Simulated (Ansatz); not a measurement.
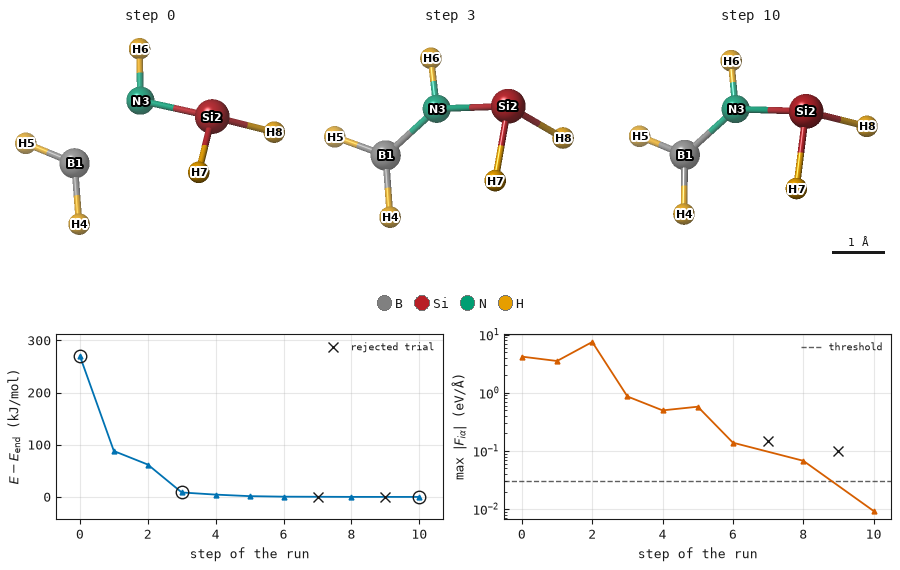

Frames of a relaxation of BSiNH$_{5}$ (charge −1), marked on the history of the run. A ball-and-stick model, seen at a tilt.

It is one of the separated reactants of a reaction.

These are results of RKS PBE-D4/def2-SVPD in Ansatz, not measurements. (force threshold 0.03 eV/Å; at most 250 steps)

Question: Describe the path.

Answer: The energy falls by 270.1 kJ/mol in 8 accepted moves (10 points after the start). The largest force component goes from 4.2 to 0.0092 eV/Å. The line search rejected the trial steps at points 7, 9 of the run. The atom that moves furthest after the best rigid fit is H7 (0.44 Å). Largest moves by element: H 0.44 Å, B 0.29 Å, Si 0.27 Å, N 0.19 Å. Among the contacts that change: B1–N3 1.852 → 1.392 Å, Si2–H8 1.420 → 1.566 Å, Si2–H7 1.420 → 1.554 Å, Si2–N3 1.792 → 1.901 Å. New bonds form, among them: B1–N3 (1.85 → 1.39 Å). Bond angles that change, for instance: N3–Si2–H8 114.1° → 96.6°, N3–Si2–H7 111.1° → 95.3°, H7–Si2–H8 107.0° → 93.1°. Cost: 19 s on 2 threads of Arm Neoverse V1 (shared host). From step 0 to 3: H6 moves most (0.30 Å), energy −261.5 kJ/mol. From step 3 to 10: H4 moves most (0.25 Å), energy −8.57 kJ/mol.

```tsv
step	E − E(0), kJ/mol	largest force component, eV/Å	note
0	0.00	4.1974	
1	-182.11	3.5314	
2	-208.05	7.5028	
3	-261.54	0.8659	
4	-265.67	0.4988	
5	-268.59	0.5770	
6	-269.61	0.1385	
7	-269.32	0.1456	rejected
8	-270.04	0.0676	
9	-269.94	0.0997	rejected
10	-270.11	0.0092
```
